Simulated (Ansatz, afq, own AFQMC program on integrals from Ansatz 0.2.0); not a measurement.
**Ge2H3 (doublet): quantum Monte Carlo beside coupled cluster at distance Ge1–Ge2 = 1.925 Å, cc-pVDZ**

Aim: compute Ge2H3 (doublet) with auxiliary-field quantum Monte Carlo on the same integrals as coupled cluster, and set the energies side by side.

Method: cc-pVDZ, frozen cores; program: Ansatz 0.2.0, Gaussian basis, and an in-house AFQMC program (afq) on its integrals; all values are calculated.

Plan: PBE (unrestricted); r2SCAN (unrestricted); PBE0 (unrestricted); B3LYP (unrestricted); wB97M-V (unrestricted); B2PLYP (unrestricted); CCSD(T) on UHF; Phaseless AFQMC, CISD trial on UHF.

2 further runs of the same task are left out: 2 that didn't finish.

### 1 The geometry

The geometry derives from a PBE0/def2-TZVP stationary point (not a proven minimum). One bond is set to the value named and the two fragments are kept rigid. No spin-orbit coupling is included. The filled d shell of Ge may be among the frozen orbitals whatever the setting's name suggests; the logs give the count.

5 atoms, charge 0, spin multiplicity 2.

Atoms are counted from 1 here; the program's logs count them from 0.

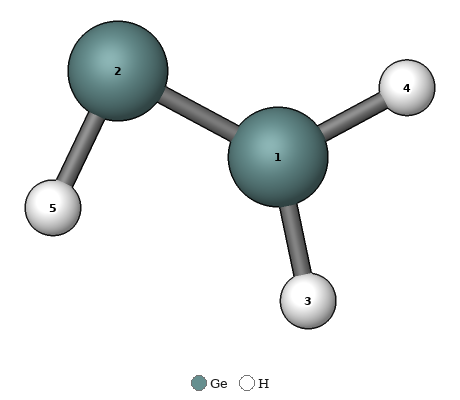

The structure; germanium teal, hydrogen white; atoms are numbered from 1 in the order of the file.

### 2 PBE (unrestricted)

in.yaml

```yaml
crystal:
  periodic: [false, false, false]
  atoms:
    - {symbol: Ge, position_ang: [0.000000, 0.008473, 0.942880]}
    - {symbol: Ge, position_ang: [0.000000, -0.029564, -0.981744]}
    - {symbol: H, position_ang: [0.000000, 1.214588, 1.913447]}
    - {symbol: H, position_ang: [0.000000, -1.259953, 1.830256]}
    - {symbol: H, position_ang: [0.000000, 1.565298, -0.942843]}
basis:
  gaussian: {orbitals: cc-pVDZ}
magnetization: {spin_polarized: true, initial_magnetization: 1}
hamiltonian: {xc: {name: PBE}}
output: {orbitals: {seedname: orbitals}}
```

Started as:

```
> ansatz run in.yaml --threads 1 --pin off --events-out ev --progress --plain --max-ram 1382MiB
```

The log of the run:

```text
Functional definition: PBE
  name "PBE"
  cite "Perdew, Burke & Ernzerhof, Phys. Rev. Lett. 77, 3865 (1996) doi:10.1103/PhysRevLett.77.3865"
  parent pbe
  parameter kappa = 0.804
  parameter beta = 0.06672455060314922
  exchange = pbe_x(kappa = kappa, mu = beta*pi^2/3)
  correlation = pbe_c(beta = beta)
924 factors; their error is unknown
mean field evaluation 1: about -113061.5298 eV, gradient 9.5e0 eV
mean field evaluation 2: about -113060.7321 eV, gradient 1.2e1 eV
mean field evaluation 4: about -113062.1804 eV, gradient 2.6e0 eV
mean field evaluation 8: about -113062.2579 eV, gradient 1.2e-1 eV
mean field evaluation 16: about -113062.2502 eV, gradient 1.8e-4 eV
mean field evaluation 32: about -113062.2519 eV, gradient 2.5e-4 eV
mean field evaluation 64: about -113062.0919 eV, gradient 6.7e-1 eV
mean field -113062.25194318 eV, -4154.9611225651 hartree, gradient 4.4e-6 eV, S^2 0.754835; 8 other end points of the search recorded, 0 dependent functions left out
reference -113062.25197476 eV, -4154.9611237255 hartree; 34, 33 occupied and 35, 36 virtual orbitals, 924 factors
Total energy: -113062.25197476 eV, -4154.9611237255 hartree
```

Wall time 8 s (1 thread of Intel Xeon 6975P-C (Granite Rapids), shared host).

From the report: ⟨S²⟩ of the determinant 0.755 (pure doublet: 0.75).

### 3 r2SCAN (unrestricted)

Changes to in.yaml since step 2:

```diff
@@ -11,3 +11,2 @@
 magnetization: {spin_polarized: true, initial_magnetization: 1}
-hamiltonian: {xc: {name: PBE}}
-output: {orbitals: {seedname: orbitals}}
+hamiltonian: {xc: {name: r2SCAN}}
```

Launched as before.

The log of the run, shortened:

```text
Functional definition: r2SCAN
  name "r2SCAN"
  cite "Furness, Kaplan, Ning, Perdew & Sun, J. Phys. Chem. Lett. 11, 8208 (2020) doi:10.1021/acs.jpclett.0c02405"
  cite "Furness, Kaplan, Ning, Perdew & Sun, J. Phys. Chem. Lett. 11, 9248 (2020) doi:10.1021/acs.jpclett.0c03077"
  parent r2scan
[...]
924 factors; their error is unknown
[...]
mean field -113078.97294945 eV, -4155.5756082116 hartree, gradient 9.5e-6 eV, S^2 0.759599; 7 other end points of the search recorded, 0 dependent functions left out
reference -113078.97295973 eV, -4155.5756085892 hartree; 34, 33 occupied and 35, 36 virtual orbitals, 924 factors
Total energy: -113078.97295973 eV, -4155.5756085892 hartree
```

Wall time 18 s (1 thread of Intel Xeon 6975P-C (Granite Rapids), shared host).

From the report: ⟨S²⟩ of the determinant 0.760 (pure doublet: 0.75).

### 4 PBE0 (unrestricted)

Changes to in.yaml since step 3:

```diff
@@ -11,2 +11,3 @@
 magnetization: {spin_polarized: true, initial_magnetization: 1}
-hamiltonian: {xc: {name: r2SCAN}}
+hamiltonian: {xc: {name: PBE0}}
+output: {orbitals: {seedname: orbitals}}
```

Launched as before.

The log of the run:

```text
Functional definition: PBE0
  name "PBE0"
  cite "Adamo & Barone, J. Chem. Phys. 110, 6158 (1999) doi:10.1063/1.478522"
  cite "Perdew, Burke & Ernzerhof, Phys. Rev. Lett. 77, 3865 (1996) doi:10.1103/PhysRevLett.77.3865"
  parent pbe
  parameter a = 0.25
  parameter kappa = 0.804
  parameter beta = 0.06672455060314922
  exchange = (1 - a)*pbe_x(kappa = kappa, mu = beta*pi^2/3) + a*exact_x
  correlation = pbe_c(beta = beta)
786 factors; integrals over basis functions are off by at most 1.1e-3 eV
mean field evaluation 1: about -113065.0051 eV, gradient 6.0e0 eV
mean field evaluation 2: about -113065.2284 eV, gradient 2.9e0 eV
mean field evaluation 4: about -113065.2902 eV, gradient 1.7e-1 eV
mean field evaluation 8: about -113065.3149 eV, gradient 7.3e-3 eV
mean field evaluation 16: about -113065.3149 eV, gradient 6.5e-5 eV
mean field -113065.31486129 eV, -4155.0736827294 hartree, gradient 8.3e-6 eV, S^2 0.753191; 1 other end points of the search recorded, 0 dependent functions left out
reference -113065.31488518 eV, -4155.0736836074 hartree; 34, 33 occupied and 35, 36 virtual orbitals, 786 factors
Total energy: -113065.31488518 eV, -4155.0736836074 hartree
```

It took 4.1 s on 1 thread of Intel Xeon 6975P-C (Granite Rapids), shared host; peak memory 0.27 GiB.

From the report: ⟨S²⟩ of the determinant 0.753 (pure doublet: 0.75).

### 5 B3LYP (unrestricted)

Changes to in.yaml since step 4:

```diff
@@ -11,3 +11,2 @@
 magnetization: {spin_polarized: true, initial_magnetization: 1}
-hamiltonian: {xc: {name: PBE0}}
-output: {orbitals: {seedname: orbitals}}
+hamiltonian: {xc: {name: B3LYP}}
```

The command is unchanged.

The log of the run, shortened:

```text
Functional definition: B3LYP
  name "B3LYP"
  cite "Stephens, Devlin, Chabalowski & Frisch, J. Phys. Chem. 98, 11623 (1994) doi:10.1021/j100096a001"
  cite "Becke, Phys. Rev. A 38, 3098 (1988) doi:10.1103/PhysRevA.38.3098"
  cite "Lee, Yang & Parr, Phys. Rev. B 37, 785 (1988) doi:10.1103/PhysRevB.37.785"
  cite "Vosko, Wilk & Nusair, Can. J. Phys. 58, 1200 (1980) doi:10.1139/p80-159"
[...]
786 factors; integrals over basis functions are off by at most 1.1e-3 eV
[...]
mean field -113082.15729921 eV, -4155.6926309069 hartree, gradient 6.4e-6 eV, S^2 0.751931; 4 other end points of the search recorded, 0 dependent functions left out
reference -113082.15751764 eV, -4155.6926389338 hartree; 34, 33 occupied and 35, 36 virtual orbitals, 786 factors
Total energy: -113082.15751764 eV, -4155.6926389338 hartree
```

Run time: 6.5 s. Hardware: 1 thread of Intel Xeon 6975P-C (Granite Rapids), shared host; peak memory 0.27 GiB.

From the report: ⟨S²⟩ of the determinant 0.752 (pure doublet: 0.75).

### 6 wB97M-V (unrestricted)

Changes to in.yaml since step 5:

```diff
@@ -11,2 +11,3 @@
 magnetization: {spin_polarized: true, initial_magnetization: 1}
-hamiltonian: {xc: {name: B3LYP}}
+hamiltonian: {xc: {name: wB97M-V}}
+output: {orbitals: {seedname: orbitals}}
```

The command is unchanged.

The log of the run, shortened:

```text
Functional definition: wB97M-V
  name "wB97M-V"
  cite "Mardirossian & Head-Gordon, J. Chem. Phys. 144, 214110 (2016) doi:10.1063/1.4952647"
  cite "Becke, J. Chem. Phys. 107, 8554 (1997) doi:10.1063/1.475007"
  cite "Vydrov & Van Voorhis, J. Chem. Phys. 133, 244103 (2010) doi:10.1063/1.3521275"
  # Of w^i u^j: cxij and so on, Table III.
[...]
  gx(w, u) = 1 - cx + cx01*u + cx10*w
  gss(w, u) = css00 + css04*u^4 + css10*w + css20*w^2 + css43*w^4*u^3
  gos(w, u) = cos00 + cos10*w + (cos20 + cos21*u)*w^2 + (cos60 + cos61*u)*w^6
[...]
      + integral(e_c_pw_mod_opposite_spin*gos(b97_w_opposite, b97_u_opposite)) + vv10(b, c)
786 factors; integrals over basis functions are off by at most 1.1e-3 eV
217 factors; integrals over basis functions are off by at most 4.0e-6 eV
[...]
mean field -113073.02709409 eV, -4155.3571020571 hartree, gradient 4.8e-6 eV, S^2 0.751988; 1 other end points of the search recorded, 0 dependent functions left out
reference -113073.02712932 eV, -4155.3571033521 hartree; 34, 33 occupied and 35, 36 virtual orbitals, 786 factors
Total energy: -113073.02712932 eV, -4155.3571033521 hartree
```

Wall time 13 s (1 thread of Intel Xeon 6975P-C (Granite Rapids), shared host); peak memory 0.4 GiB.

From the report: ⟨S²⟩ of the determinant 0.752 (pure doublet: 0.75).

### 7 B2PLYP (unrestricted)

Changes to in.yaml since step 6:

```diff
@@ -11,3 +11,3 @@
 magnetization: {spin_polarized: true, initial_magnetization: 1}
-hamiltonian: {xc: {name: wB97M-V}}
-output: {orbitals: {seedname: orbitals}}
+hamiltonian: {xc: {name: B2PLYP}}
+correlation: {electrons: outside_noble_gas}
```

Launched as before.

The log of the run, shortened:

```text
Functional definition: B2PLYP
  name "B2PLYP"
  cite "Grimme, J. Chem. Phys. 124, 034108 (2006) doi:10.1063/1.2148954"
  cite "Becke, Phys. Rev. A 38, 3098 (1988) doi:10.1103/PhysRevA.38.3098"
  cite "Lee, Yang & Parr, Phys. Rev. B 37, 785 (1988) doi:10.1103/PhysRevB.37.785"
[...]
786 factors; integrals over basis functions are off by at most 1.1e-3 eV
[...]
mean field -113054.97796755 eV, -4154.6938088912 hartree, gradient 3.0e-6 eV, S^2 0.753729; 2 other end points of the search recorded, 0 dependent functions left out
28 core orbitals not correlated: weight in the atoms' cores, before any rotation towards them, 0.997 or more for the frozen orbitals, at most 0.002 for the correlated occupied ones
reference -113054.97810728 eV, -4154.6938140262 hartree; 6, 5 occupied and 35, 36 virtual orbitals, 786 factors
second order -5.52839715 eV of doubles, -0.00000000 eV of singles
Total energy: -113056.47077451 eV, -4154.7486685352 hartree
```

Wall time 4.2 s (1 thread of Intel Xeon 6975P-C (Granite Rapids), shared host); peak memory 0.27 GiB.

From the report: ⟨S²⟩ of the determinant 0.754 (pure doublet: 0.75).

### 8 CCSD(T) on UHF

Changes to in.yaml since step 7:

```diff
@@ -11,3 +11,2 @@
 magnetization: {spin_polarized: true, initial_magnetization: 1}
-hamiltonian: {xc: {name: B2PLYP}}
-correlation: {electrons: outside_noble_gas}
+correlation: {method: ccsd_t, electrons: outside_noble_gas, hamiltonian_folder: ham}
```

Same command.

The log of the run, shortened:

```text
Functional definition: HF
  name "HF"
  cite "Fock, Z. Phys. 61, 126 (1930) doi:10.1007/BF01340294"
  parent pbe
[...]
786 factors; integrals over basis functions are off by at most 1.1e-3 eV
[...]
mean field -112988.94344454 eV, -4152.2670849303 hartree, gradient 8.7e-6 eV, S^2 0.759160; 8 other end points of the search recorded, 0 dependent functions left out
determinant -112988.94344454 eV, -4152.2670849303 hartree, with singles and doubles -112994.32447198 eV, -4152.4648340414 hartree
determinant -112988.75917642 eV, -4152.2603132016 hartree, with singles and doubles -112994.20097502 eV, -4152.4602956117 hartree
determinant -112986.39046005 eV, -4152.1732644806 hartree, with singles and doubles -112992.07702462 eV, -4152.3822418741 hartree
determinant -112985.75996498 eV, -4152.1500942144 hartree, with singles and doubles -112990.86031849 eV, -4152.3375287485 hartree
determinant -112988.94344454 eV, -4152.2670849303 hartree, with singles and doubles -112994.32443679 eV, -4152.4648327479 hartree
determinant -112988.75917642 eV, -4152.2603132016 hartree, with singles and doubles -112994.20357168 eV, -4152.4603910374 hartree
28 core orbitals not correlated: weight in the atoms' cores, before any rotation towards them, 0.998 or more for the frozen orbitals, at most 0.001 for the correlated occupied ones
reference -112988.94344454 eV, -4152.2670849303 hartree; 6, 5 occupied and 35, 36 virtual orbitals, 786 factors
second order -4.36363329 eV of doubles, -0.00000000 eV of singles
cycle   1  -5.38099369 eV  change   -1.4e-6 eV  update   2.5e-6
perturbative correction -0.15085175 eV, -0.0055436994 hartree
Total energy: -112994.47528998 eV, -4152.4703765004 hartree
```

Run time: 13 s. Hardware: 1 thread of Intel Xeon 6975P-C (Granite Rapids), shared host.

From the report: ⟨S²⟩ of the determinant 0.759 (pure doublet: 0.75); correlation -5.5318 eV; T1 0.013; largest double amplitude 0.05.

This run also writes the integrals to the folder ham.

### 9 Phaseless AFQMC, CISD trial on UHF

It reads the integrals that the CCSD(T) run on this determinant wrote.

Started as:

```
> afq ham --method phaseless --trial cisd --walkers 60 --populations 1 --least-time 40 --time-step 0.005 --steps-per-block 50 --equilibration-blocks 28 --max-blocks 300 --target-error 0.0004 --factor-cut 1e-05 --start spin_pure --seed 1997 --release-times 0.24,0.51,0.99,1.62,2.4 --release-step 0.03 --release-every 4 --taylor-order 6
```

The log of the run:

```text
orbitals 41  electrons 6 5  factors 354 of 786
reference energy -4152.26708493 Eh
CCSD correlation -0.19774768 Eh in 10 cycles, weight of the determinant in the CISD state 0.8751
energy of the start -4152.464608 Eh
 block  time / (1/Eh)  mean weight  energy / Eh
     1     0.250  1.0000  -4152.461512
     2     0.500  0.9996  -4152.463243
     3     0.750  0.9984  -4152.465060
     4     1.000  1.0009  -4152.465233
     5     1.250  1.0002  -4152.466685
     6     1.500  0.9999  -4152.467137
     7     1.750  1.0024  -4152.468675
     8     2.000  0.9994  -4152.472761
     9     2.250  0.9999  -4152.474015
    10     2.500  0.9992  -4152.477185
    13     3.250  0.9994  -4152.473244
    19     4.750  1.0008  -4152.472562
    25     6.250  1.0000  -4152.472037
    31     7.750  1.0002  -4152.472557
    37     9.250  0.9978  -4152.473856
    43    10.750  1.0009  -4152.469354
    49    12.250  1.0004  -4152.469819
    55    13.750  0.9991  -4152.468143
    61    15.250  0.9995  -4152.473091
    67    16.750  1.0016  -4152.468081
    73    18.250  1.0005  -4152.476653
    79    19.750  0.9990  -4152.475340
    85    21.250  0.9976  -4152.472280
    91    22.750  0.9999  -4152.469779
    97    24.250  1.0003  -4152.480355
   103    25.750  0.9990  -4152.471091
   109    27.250  0.9995  -4152.470022
   115    28.750  1.0005  -4152.471881
   121    30.250  1.0012  -4152.471187
   127    31.750  1.0021  -4152.470397
   133    33.250  1.0002  -4152.474614
   139    34.750  1.0021  -4152.477058
   145    36.250  0.9993  -4152.470461
   151    37.750  0.9993  -4152.471085
   157    39.250  0.9981  -4152.467795
   163    40.750  1.0003  -4152.472799
   169    42.250  0.9990  -4152.468730
   175    43.750  0.9994  -4152.470945
   181    45.250  0.9966  -4152.466761
   187    46.750  0.9986  -4152.466905
   193    48.250  0.9996  -4152.469465
   199    49.750  1.0011  -4152.468743
   205    51.250  0.9994  -4152.475666
   211    52.750  0.9989  -4152.471111
   217    54.250  0.9992  -4152.469579
   223    55.750  0.9995  -4152.472223
   229    57.250  1.0011  -4152.468228
   235    58.750  1.0014  -4152.469421
   241    60.250  0.9984  -4152.471116
   247    61.750  1.0006  -4152.472318
   253    63.250  1.0022  -4152.468158
   259    64.750  0.9985  -4152.470909
   265    66.250  0.9996  -4152.472541
blocks merged  error / Eh  count
     1  0.000221  240
     2  0.000286  120
     4  0.000348  60
     8  0.000392  30
    16  0.000421  15
released: time / (1/Eh)  energy / Eh  error  mean overlap
  0.24  -4152.471246  0.000442  0.9979
  0.51  -4152.471380  0.000353  0.9920
  0.99  -4152.471048  0.000308  1.0096
  1.62  -4152.471513  0.000415  1.0081
  2.40  -4152.471073  0.000451  1.0224
energy -4152.471191 +/- 0.000392 Eh
```

Run time: 6.3 min. Hardware: 1 thread of Intel Xeon 6975P-C (Granite Rapids), shared host.

Energy -112994.4975 ± 0.0107 eV. Caveats: constraint bias not in the error.

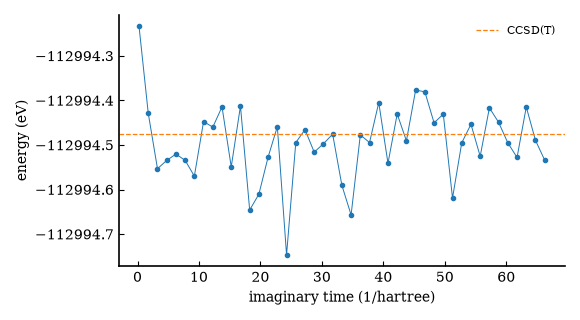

Block energies along the walk.

### 10 All levels side by side

On the UHF determinant, counted from CCSD(T) (a yardstick, not exact):

| level | energy (eV) | from CCSD(T) (meV) | statistical error (meV) | time |
| --- | --- | --- | --- | --- |
| HF | -112988.9434 | +5531.8 |  |  |
| MP2 | -112993.3071 | +1168.2 |  |  |
| CCSD | -112994.3244 | +150.9 |  |  |
| CCSD(T) | -112994.4753 | 0.0 |  |  |
| Phaseless AFQMC, CISD trial, step 0.005, 60 walkers | -112994.4975 | -22.2 | 10.7 | 6.3 min |

The functionals' totals stand on their own zeros and serve differences with other points: PBE -113062.252 eV; r2SCAN -113078.973 eV; PBE0 -113065.315 eV; B3LYP -113082.158 eV; wB97M-V -113073.027 eV; B2PLYP -113056.471 eV.

### 11 Outcome

```
                                       quantity             value
Phaseless AFQMC, CISD trial on UHF from CCSD(T)  -22.2 ± 10.7 meV
```

What this shows: On UHF the phaseless walk with the CISD trial lies -22.2 meV from CCSD(T), within three error bars. Error bars are statistical and leave out the constraint, the time step and what remains of the start.
